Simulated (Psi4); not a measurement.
# C2HClF2 (SMILES FC(F)=CCl) at CCSD(T)/6-31G(d) (spherical functions)

What is the energy change on altering one bond length of C2HClF2 at CCSD(T)/6-31G* (spherical functions)? 

The calculation is run with Psi4 1.11.

1 further run of the same task is left out (set aside as unsound or not needed).

### 1 Starting point

C2HClF2 has 6 atoms, charge 0, and is taken as a singlet. SMILES: `FC(F)=CCl`. Geometry: relaxed at PBE0-D4/def2-TZVP.

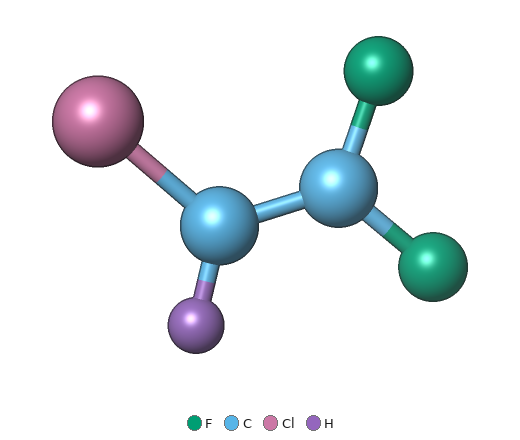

Viewed from a chosen angle; fluorine teal, carbon blue, chlorine pink, hydrogen purple.

### 2 A single-point energy at CCSD(T)/6-31G(d) (spherical functions)

Contents of c2hclf2.xyz:

```xyz
6
C2HClF2
F      0.901010    -0.810380     1.342040
C      0.267650    -0.562200     0.220370
F      0.192510    -1.632620    -0.522730
C     -0.218360     0.626770    -0.086550
Cl    -1.039010     0.926430    -1.552100
H     -0.103800     1.452000     0.598970
```

Contents of c2hclf2.py:

```python
import psi4

psi4.set_memory(2200000000)
psi4.set_num_threads(1)
psi4.set_output_file('psi4.out', False)

with open('c2hclf2.xyz') as f:
    atoms = ''.join(f.readlines()[2:])
molecule = psi4.geometry('0 1\n' + atoms + 'symmetry c1\nno_reorient\nno_com')

options = {'basis': '6-31G*', 'puream': True, 'e_convergence': 1e-09, 'd_convergence': 1e-08, 'scf_type': 'pk', 'num_frozen_docc': 9}
psi4.set_options(options)

energy_value = psi4.energy("ccsd(t)")
print(f'total energy {energy_value:.8f} hartree = {energy_value * 27.211386:.5f} eV')
```

Command:

```bash
$ python c2hclf2.py
```

psi4.out:

```text
[...]
  Running in c1 symmetry.
[...]
  Nuclear repulsion =  213.574873883427898
[...]
  Multiplicity = 1
[...]
  Nalpha       = 24
  Nbeta        = 24
[...]
    Number of basis functions: 76
[...]
   @RHF iter   1:  -734.55968315929385   -3.46471e-01   4.96481e-03 ADIIS/DIIS
[...]
   @RHF iter  12:  -734.62628658623510   -2.72848e-12   5.36949e-09 DIIS
[...]
    Orbital Energies [Eh]
    ---------------------
    Doubly Occupied:
       1A   -104.839350     2A    -26.362616     3A    -26.361453
       4A    -11.449535     5A    -11.307365     6A    -10.578371
       7A     -8.047151     8A     -8.043501     9A     -8.043389
      10A     -1.722076    11A     -1.655798    12A     -1.183874
      13A     -1.040879    14A     -0.889429    15A     -0.818412
      16A     -0.778222    17A     -0.760029    18A     -0.700972
      19A     -0.680237    20A     -0.662255    21A     -0.599637
      22A     -0.526114    23A     -0.469806    24A     -0.375616
[...]
  @RHF Final Energy:  -734.62628658623510
   => Energetics <=
    Nuclear Repulsion Energy =            213.5748738834278981
    One-Electron Energy =               -1440.6101456996109391
    Two-Electron Energy =                 492.4089852299479162
    Total Energy =                       -734.6262865862350964
[...]
 Multipole Moments:
 ------------------------------------------------------------------------------------
     Multipole            Electronic (a.u.)      Nuclear  (a.u.)        Total (a.u.)
 ------------------------------------------------------------------------------------
 L = 1.  Multiply by 2.5417464519 to convert [e a0] to [Debye]
 Dipole X            :         14.5235731          -14.4177600            0.1058131
 Dipole Y            :          8.5863543           -8.3115257            0.2748286
 Dipole Z            :         33.6409611          -33.2781149            0.3628462
 Magnitude           :                                                    0.4673163
[...]
      * MP2 total energy                      = -735.337984597693207
[...]
      * CCSD total energy                     = -735.364108889956924
[...]
      * CCSD(T) total energy                  = -735.385201643565665
```

The script printed:

```text
total energy -735.38520164 hartree = -20010.85058 eV
```

It took 65 s on 1 thread of Intel Xeon at 2.50GHz (Skylake/Cascade Lake), shared host; peak memory 0.38 GiB.

### 3 The distorted shape, same level

Contents of job.in:

```
memory 2.2 GB

molecule {
  F      1.84041183    -1.86838545     2.62307781
  C      0.64353489    -1.39939322     0.50342871
  F      0.50154087    -3.42219386    -0.90082677
  C     -0.41264060     1.18442364    -0.16355580
  Cl    -1.96344434     1.75069897    -2.93304392
  H     -0.19615357     2.74388233     1.13188926
  units bohr
  symmetry c1
  no_reorient
  no_com
}

set {
  puream          true
  e_convergence   1e-09
  d_convergence   1e-08
  scf_type        pk
  num_frozen_docc 9
}

E = energy("ccsd(t)/6-31G*")
print_variables()
```

Command:

```bash
$ psi4 -n 1 job.in job.out
```

job.out:

```text
[...]
  Running in c1 symmetry.
[...]
  Nuclear repulsion =  206.006429634193523
[...]
  Multiplicity = 1
[...]
  Nalpha       = 24
  Nbeta        = 24
[...]
    Number of basis functions: 76
[...]
   @RHF iter   1:  -734.49905086211140   -6.04875e-01   5.47379e-03 ADIIS/DIIS
[...]
   @RHF iter  13:  -734.58339688404590    0.00000e+00   4.56367e-09 DIIS
[...]
    Orbital Energies [Eh]
    ---------------------
    Doubly Occupied:
       1A   -104.839677     2A    -26.375739     3A    -26.373890
       4A    -11.482939     5A    -11.330743     6A    -10.578292
       7A     -8.047056     8A     -8.043461     9A     -8.043302
      10A     -1.731406    11A     -1.665337    12A     -1.167325
      13A     -1.000024    14A     -0.889442    15A     -0.821281
      16A     -0.782242    17A     -0.771462    18A     -0.708504
      19A     -0.687070    20A     -0.646080    21A     -0.597345
      22A     -0.517671    23A     -0.467233    24A     -0.340224
[...]
  @RHF Final Energy:  -734.58339688404590
   => Energetics <=
    Nuclear Repulsion Energy =            206.0064296341935233
    One-Electron Energy =               -1425.3641634824284665
    Two-Electron Energy =                 484.7743369641891604
    Total Energy =                       -734.5833968840458965
[...]
 Multipole Moments:
 ------------------------------------------------------------------------------------
     Multipole            Electronic (a.u.)      Nuclear  (a.u.)        Total (a.u.)
 ------------------------------------------------------------------------------------
 L = 1.  Multiply by 2.5417464519 to convert [e a0] to [Debye]
 Dipole X            :         11.2601339          -11.1117673            0.1483666
 Dipole Y            :         16.5554873          -16.3992665            0.1562209
 Dipole Z            :         31.5720335          -31.1903606            0.3816730
 Magnitude           :                                                    0.4382829
[...]
      * MP2 total energy                      = -735.309793050111125
[...]
      * CCSD total energy                     = -735.334216715892580
[...]
      * CCSD(T) total energy                  = -735.358654521065205
[...]
```

Wall time 64 s (1 thread of Intel Xeon at 2.50GHz (Skylake/Cascade Lake), shared host); peak memory 0.38 GiB.

### 4 Results

Level: CCSD(T)/6-31G* (spherical functions), 9 core orbitals frozen.

| quantity | value |
| --- | --- |
| first shape: total energy | -735.38520 Eh |
| first shape: HOMO energy (Hartree–Fock orbitals) | -10.22 eV |
| first shape: LUMO energy (Hartree–Fock orbitals) | 4.75 eV |
| first shape: HOMO–LUMO gap (Hartree–Fock orbitals) | 14.97 eV |
| first shape: correlation energy (9 core orbitals frozen) | -758.9 mEh |
| first shape: (T) correction | -21.09 mEh |
| first shape: T1 diagnostic | 0.012 |
| distorted shape: total energy | -735.35865 Eh |
| distorted shape: HOMO energy (Hartree–Fock orbitals) | -9.26 eV |
| distorted shape: LUMO energy (Hartree–Fock orbitals) | 3.44 eV |
| distorted shape: HOMO–LUMO gap (Hartree–Fock orbitals) | 12.70 eV |
| distorted shape: correlation energy (9 core orbitals frozen) | -775.3 mEh |
| distorted shape: (T) correction | -24.44 mEh |
| distorted shape: T1 diagnostic | 0.014 |
| energy change with the C2–C4 bond stretched from 1.321 to 1.519 Å | 0.722 eV |

**Reading.** With the C2–C4 bond stretched from 1.321 to 1.519 Å the energy rises by 0.72 eV (16.7 kcal/mol). The first shape isn't relaxed at this level, so the change isn't measured from a minimum. The triples (first shape) make up 2.8 % of the correlation energy. The triples (distorted shape) make up 3.2 % of the correlation energy.
